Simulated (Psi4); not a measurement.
# BHOF2 (difluorohydroxyborane): B3LYP/6-31G(d) (spherical functions)

What is the vertical ionisation energy of BHOF2 (difluorohydroxyborane) at B3LYP/6-31G* (spherical functions)? 

The calculation is run with Psi4 1.11.

### Step 1. The molecule

BHOF2 has 5 atoms, charge 0, and is taken as a singlet. As SMILES, `OB(F)F`. The coordinates come from a PBE0-D4/def2-TZVP relaxation.

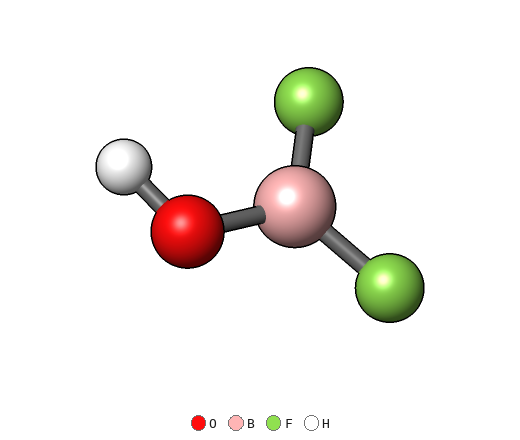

The structure, seen from a chosen angle (oxygen red, boron pink, fluorine green, hydrogen white).

### Step 2. A single-point energy at B3LYP/6-31G(d) (spherical functions)

Input file bf2ho.xyz:

```xyz
5
BF2HO
O      0.038630     1.000750     0.174310
B      0.105760    -0.342460     0.137210
F      0.731030    -0.986880     1.100700
F     -0.439530    -1.051930    -0.843330
H     -0.435890     1.380520    -0.568880
```

Input file bf2ho.py:

```python
import psi4

psi4.set_memory(2200000000)
psi4.set_num_threads(1)
psi4.set_output_file('output.dat', False)

with open('bf2ho.xyz') as f:
    atoms = ''.join(f.readlines()[2:])
molecule = psi4.geometry('0 1\n' + atoms + 'symmetry c1')

psi4.set_options({
    'reference': 'rks',
    'puream': True,
    'e_convergence': 1e-09,
    'd_convergence': 1e-08,
    'scf_type': 'pk',
    'dft_radial_points': 99,
    'dft_spherical_points': 590,
})

E, wfn = psi4.energy("b3lyp/6-31G*", return_wfn=True)
psi4.oeprop(wfn, "MULLIKEN_CHARGES", "MAYER_INDICES", "QUADRUPOLE")
print(f'total energy {E:.8f} hartree = {E * 27.211386:.5f} eV')
```

Started as:

```console
$ python bf2ho.py
```

output.dat:

```text
[...]
  Running in c1 symmetry.
[...]
  Nuclear repulsion =  112.725598717264262
[...]
  Multiplicity = 1
[...]
  Nalpha       = 16
  Nbeta        = 16
[...]
    Number of basis functions: 58
[...]
   @RKS iter   1:  -300.35077441559423   -3.31615e-01   1.22696e-02 ADIIS/DIIS
[...]
   @RKS iter  10:  -300.52414349952545   -6.36646e-12   8.08572e-09 DIIS
[...]
    Orbital Energies [Eh]
    ---------------------
    Doubly Occupied:
       1A    -24.703325     2A    -24.697841     3A    -19.177566
       4A     -6.867000     5A     -1.228929     6A     -1.199927
       7A     -1.051177     8A     -0.597733     9A     -0.555733
      10A     -0.522957    11A     -0.487260    12A     -0.450668
      13A     -0.424005    14A     -0.412219    15A     -0.383157
      16A     -0.362921
[...]
  @RKS Final Energy:  -300.52414349952545
   => Energetics <=
    Nuclear Repulsion Energy =            112.7255987172642619
    One-Electron Energy =                -640.4676589664973108
    Two-Electron Energy =                 254.7943066917982264
    DFT Exchange-Correlation Energy =     -27.5763899420905787
    Empirical Dispersion Energy =           0.0000000000000000
    VV10 Nonlocal Energy =                  0.0000000000000000
    Total Energy =                       -300.5241434995254508
[...]
 Multipole Moments:
 ------------------------------------------------------------------------------------
     Multipole            Electronic (a.u.)      Nuclear  (a.u.)        Total (a.u.)
 ------------------------------------------------------------------------------------
 L = 1.  Multiply by 2.5417464519 to convert [e a0] to [Debye]
 Dipole X            :          0.2355612           -0.5864318           -0.3508705
 Dipole Y            :         -2.3549915            2.8269837            0.4719922
 Dipole Z            :          0.1299626           -0.6583888           -0.5284262
 Magnitude           :                                                    0.7906459
 L = 2.  Multiply by 1.3450342976 to convert [e a0^2] to [Debye ang]
 Quadrupole XX       :        -37.7268849           23.2946089          -14.4322760
 Quadrupole XY       :          5.2036999           -6.4656359           -1.2619360
[...]
  Mulliken Charges: (a.u.)
   Center  Symbol    Alpha    Beta     Spin     Total
       1     O     4.27691  4.27691  0.00000 -0.55383
       2     B     2.17471  2.17471  0.00000  0.65059
       3     F     4.62592  4.62592  0.00000 -0.25184
       4     F     4.63572  4.63572  0.00000 -0.27144
       5     H     0.28674  0.28674  0.00000  0.42653
   Total alpha = 16.00000, Total beta = 16.00000, Total charge =  0.00000
  Mayer Bond Indices:
[...]
```

Standard output:

```text
total energy -300.52414350 hartree = -8177.67847 eV
```

Run time: 4.5 s. Hardware: 1 thread of AMD EPYC 9B45 (Zen 5), shared host; peak memory 0.66 GiB.

### Step 3. The doublet cation at the same level

Input file bf2ho.in:

```
memory 2200 mb

molecule mol {
  1 2
  O
  B 1 1.345398
  F 2 1.317024 1 119.47341
  F 2 1.327459 3 118.28701 1 179.99915
  H 1 0.960066 2 113.46811 3 -179.99792
  units angstrom
  symmetry c1
}

set reference uks
set puream true
set e_convergence 1e-09
set d_convergence 1e-08
set scf_type pk
set dft_radial_points 99
set dft_spherical_points 590
set maxiter 100

e = energy("b3lyp/6-31G*")
print_variables()
```

Started as:

```console
$ psi4 bf2ho.in bf2ho.out -n 1
```

bf2ho.out:

```text
[...]
  Running in c1 symmetry.
[...]
  Nuclear repulsion =  112.725604400743080
[...]
  Multiplicity = 2
[...]
  Nalpha       = 16
  Nbeta        = 15
[...]
    Number of basis functions: 58
[...]
   @UKS iter   1:  -299.88619442121148    1.32965e-01   9.58859e-03 DIIS/ADIIS
[...]
   @UKS iter  18:  -300.01628633572147   -3.24007e-12   6.14233e-09 DIIS
[...]
   @S^2 Observed:                7.549180200E-01
[...]
    Orbital Energies [Eh]
    ---------------------
    Alpha Occupied:
       1A    -25.089048     2A    -25.024480     3A    -19.573543
       4A     -7.208278     5A     -1.584222     6A     -1.523960
       7A     -1.422635     8A     -0.942900     9A     -0.899182
      10A     -0.863176    11A     -0.816597    12A     -0.801510
      13A     -0.781650    14A     -0.745987    15A     -0.736756
      16A     -0.712997
    Alpha Virtual:
      17A     -0.242948    18A     -0.210818    19A     -0.134789
      20A     -0.028030    21A      0.030066    22A      0.118023
      23A      0.212403    24A      0.213360    25A      0.255421
[...]
  @UKS Final Energy:  -300.01628633572147
   => Energetics <=
    Nuclear Repulsion Energy =            112.7256044007430802
    One-Electron Energy =                -629.5905183364652657
    Two-Electron Energy =                 244.0359919115606431
    DFT Exchange-Correlation Energy =     -27.1873643115600601
    Empirical Dispersion Energy =           0.0000000000000000
    VV10 Nonlocal Energy =                  0.0000000000000000
    Total Energy =                       -300.0162863357215883
[...]
 Multipole Moments:
 ------------------------------------------------------------------------------------
     Multipole            Electronic (a.u.)      Nuclear  (a.u.)        Total (a.u.)
 ------------------------------------------------------------------------------------
 L = 1.  Multiply by 2.5417464519 to convert [e a0] to [Debye]
 Dipole X            :         -0.0000100            0.0000378            0.0000278
 Dipole Y            :         -0.0007931            0.8605478            0.8597546
 Dipole Z            :          1.6639847           -2.8334913           -1.1695066
 Magnitude           :                                                    1.4515247
[...]
```

Run time: 11 s. Hardware: 1 thread of AMD EPYC 9B45 (Zen 5), shared host; peak memory 0.67 GiB.

### Step 4. Results

Level: B3LYP/6-31G* (spherical functions).

| quantity | value |
| --- | --- |
| singlet BHOF2: total energy | -300.52414 Eh |
| singlet BHOF2: dipole moment | 2.01 D |
| singlet BHOF2: HOMO energy | -9.88 eV |
| singlet BHOF2: LUMO energy | 1.60 eV |
| singlet BHOF2: HOMO–LUMO gap | 11.48 eV |
| doublet cation: total energy | -300.01629 Eh |
| doublet cation: HOMO energy (highest over α and β) | -18.99 eV |
| doublet cation: LUMO energy (lowest over α and β) | -17.17 eV |
| doublet cation: ⟨S²⟩ | 0.755 |
| vertical ionisation energy (to the doublet cation) | 13.819 eV |

Removing an electron at fixed nuclei costs 13.82 eV (1333 kJ/mol). The negative HOMO energy of the first species, 9.88 eV, lies 3.94 eV below that difference.
